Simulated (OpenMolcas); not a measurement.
# One shape, several levels: SnH2O2 (SMILES [OH][Sn][OH])

We compute a comparison of 6 runs (HF/STO-3G, HF/3-21G, HF/def2-SVP, B2PLYP/def2-SVP, B3LYP/def2-SVP, MP2/def2-SVP) of SnH2O2. 

The results are computed with OpenMolcas 26.06.

4 further runs of the same task are left out: 3 that didn't finish, 1 set aside as unsound or not needed.

## (1) The system as given

The species is SnH2O2 (5 atoms), meant as a singlet with charge 0. SMILES: `[OH][Sn][OH]`. The Sn2–O3 distance was set to 4.326 Å, away from the relaxed value. At this shape a bond of the SMILES string is far longer than usual.

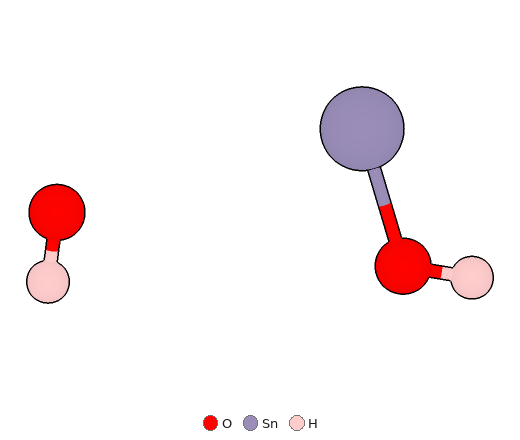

Viewed from a chosen angle; oxygen red, tin purple, hydrogen pink.

## (2) The energy at HF/STO-3G (run 1)

Input file job.inp:

```
&GATEWAY
  BasLib=$CurrDir
  Coord
  5
  angstrom
  O       -3.042928      -0.958375      -0.416037
  Sn      -2.212328      -2.080075       0.998663
  O        1.561800       0.002900       0.636100
  H       -3.959828      -1.141775      -0.633637
  H        1.527200       0.695100      -0.033300
  Basis=STO-3G
  Group=NoSym

&SEWARD

&SCF
  Thresholds=1e-10 1e-07 1e-07 1e-05
  PrOrbitals=1 2
```

The basis set STO-3G is read from a file made from the Basis Set Exchange's data (not shown).

Command:

```bash
$ export MOLCAS_MEM=1860
$ pymolcas job.inp > job.log
```

Standard output:

```text
--- Start Module: gateway ---
[...]
--- Stop Module: gateway /rc=_RC_ALL_IS_WELL_ ---
--- Start Module: seward ---
[...]
      Basis functions           39
--- Stop Module: seward /rc=_RC_ALL_IS_WELL_ ---
--- Start Module: scf ---
[...]
       Convergence after  24 Iterations
[...]
::    Total SCF energy                              -6111.7999212300
[...]
      Total spin, S                                     0.0000000000
[...]
      Total electronic charge=   68.000000
      Total            charge=   -0.000000
[...]
      Dipole Moment (debye):
      Origin of the operator (angstrom)=   -1.8934   -1.7227    0.7965
                   X= -7.1422E+00               Y= -3.4774E+00               Z=  2.4621E-01           Total=  7.9476E+00
      Quadrupole Moment (debye*angstrom):
[...]
--- Stop Module: scf /rc=_RC_ALL_IS_WELL_ ---
[...]
```

Run time: 1.4 s. Hardware: 1 thread of Intel Xeon 6975P-C (Granite Rapids), shared host; peak memory 0.37 GiB.

## (3) The energy at HF/3-21G (run 2)

Input file calc.inp:

```
&GATEWAY
 BASLIB=$CurrDir
 COORD
 5
 angstrom
 O       -3.042928      -0.958375      -0.416037
 Sn      -2.212328      -2.080075       0.998663
 O        1.561800       0.002900       0.636100
 H       -3.959828      -1.141775      -0.633637
 H        1.527200       0.695100      -0.033300
 BASIS=3-21G
 GROUP=NoSym

&SEWARD

&SCF
 THRESHOLDS=1e-10 1e-07 1e-07 1e-05
 PRORBITALS=1 1
```

The basis set 3-21G is read from a file made from the Basis Set Exchange's data (not shown).

Command:

```bash
$ export MOLCAS_MEM=1860
$ pymolcas calc.inp > calc.log
```

Standard output:

```text
--- Start Module: gateway ---
[...]
--- Stop Module: gateway /rc=_RC_ALL_IS_WELL_ ---
--- Start Module: seward ---
[...]
      Basis functions           53
--- Stop Module: seward /rc=_RC_ALL_IS_WELL_ ---
--- Start Module: scf ---
[...]
       Convergence after  18 Iterations
[...]
::    Total SCF energy                              -6146.1301518474
[...]
      Total spin, S                                     0.0000000000
[...]
      Total electronic charge=   68.000000
      Total            charge=   -0.000000
[...]
      Dipole Moment (debye):
      Origin of the operator (angstrom)=   -1.8934   -1.7227    0.7965
                   X= -8.8801E+00               Y= -4.3775E+00               Z=  3.5691E-01           Total=  9.9069E+00
      Quadrupole Moment (debye*angstrom):
[...]
--- Stop Module: scf /rc=_RC_ALL_IS_WELL_ ---
[...]
```

It took 1.8 s on 1 thread of Intel Xeon 6975P-C (Granite Rapids), shared host; peak memory 0.39 GiB.

Runs 3 to 5 aren't shown in full; the table further down has their settings and results.

## (4) The energy at MP2/def2-SVP (core potential) (run 6)

Input file calc.inp:

```
&gateway
 baslib=$CurrDir
 coord
 5
 angstrom
 O       -3.042928      -0.958375      -0.416037
 Sn      -2.212328      -2.080075       0.998663
 O        1.561800       0.002900       0.636100
 H       -3.959828      -1.141775      -0.633637
 H        1.527200       0.695100      -0.033300
 basis=def2-SVP
 group=NoSym

&seward

&scf
 thresholds=1e-10 1e-07 1e-07 1e-05
 prorbitals=1 1

&mbpt2
 frozen=6
```

The basis set def2-SVP is read from a file made from the Basis Set Exchange's data (not shown).

Command:

```bash
$ export MOLCAS_MEM=1860
$ pymolcas calc.inp > calc.log
```

Standard output:

```text
--- Start Module: gateway ---
[...]
--- Stop Module: gateway /rc=_RC_ALL_IS_WELL_ ---
[...]
      Basis functions           64
[...]
--- Start Module: scf ---
[...]
       Convergence after  22 Iterations
[...]
::    Total SCF energy                               -363.9228013303
[...]
      Total spin, S                                     0.0000000000
[...]
      Total electronic charge=   40.000000
      Total            charge=   -0.000000
[...]
      Dipole Moment (debye):
      Origin of the operator (angstrom)=   -1.8934   -1.7227    0.7965
                   X= -1.1357E+01               Y= -6.1963E+00               Z=  1.0222E+00           Total=  1.2978E+01
      Quadrupole Moment (debye*angstrom):
[...]
--- Stop Module: scf /rc=_RC_ALL_IS_WELL_ ---
[...]
--- Start Module: mbpt2 ---
[...]
WARNING!
Default frozen orbitals as non valence orbitals is overwritten by user input.
Default values:   2
[...]
       Reference weight ( Cref**2 )         =        0.78057
::    Total MBPT2 energy                             -364.4454098094
[...]
      Total MBPT2 calculations                           0.10      0.12
--- Stop Module: mbpt2 /rc=_RC_ALL_IS_WELL_ ---
[...]
```

Run time: 3.3 s. Hardware: 1 thread of Intel Xeon 6975P-C (Granite Rapids), shared host; peak memory 0.4 GiB.

## (5) Overview of the runs

```tsv
run	level	frozen core orbitals	integration grid	energy (Eh)	dipole moment (D) of the reference	HOMO energy (eV)	LUMO energy (eV)	wall time
1	HF/STO-3G	–	–	-6111.799921	7.95	-1.32	2.41	1.4 s
2	HF/3-21G	–	–	-6146.130152	9.91	-5.63	-1.17	1.8 s
3	HF/def2-SVP (core potential)	–	–	-363.922801	12.98	-6.09	-1.58	3.3 s
4	B2PLYP/def2-SVP (core potential)	6	UltraFine	-365.307953	9.53	-5.30	-2.80	10 s
5	B3LYP/def2-SVP (core potential)	–	UltraFine	-365.772428	8.11	-4.82	-3.63	13 s
6	MP2/def2-SVP (core potential)	6	–	-364.445410	12.98	-6.09	-1.58	3.3 s
```

## (6) What came out

| quantity | value |
| --- | --- |
| run 6: total energy | -364.44541 Eh |
| run 6: dipole moment (mean-field density) | 12.98 D |
| run 6: HOMO energy (Hartree–Fock orbitals) | -6.09 eV |
| run 6: LUMO energy (Hartree–Fock orbitals) | -1.58 eV |
| run 6: HOMO–LUMO gap (Hartree–Fock orbitals) | 4.51 eV |
| run 6: correlation energy (6 core orbitals frozen) | -522.6 mEh |

In words: Over runs 1, 2, 3, 4, 5 the dipole moment (its size) runs from 7.95 D (HF/STO-3G) to 12.98 D (HF/def2-SVP). The two ends differ in basis and core potential. Over runs 1, 2, 3, 4, 5 the HOMO–LUMO gap runs from 1.20 eV (B3LYP/def2-SVP) to 4.51 eV (HF/def2-SVP). Exact exchange widens orbital gaps. For B2PLYP the log adds the whole second-order term; the table takes 0.27 of it, as the functional is defined. Totals of different functionals can't be ranked against each other. Some runs of one species differ in core potentials or relativity; totals across that change don't compare. In run 1 the basis is minimal, so the values are rough. In runs 1, 2, 3, 4, 5, 6 a closed-shell determinant meets a far-stretched bond, which it describes badly. In runs 1, 2 relativity is left out where basis or elements ask for it. All runs together took 33 s, the longest 13 s.
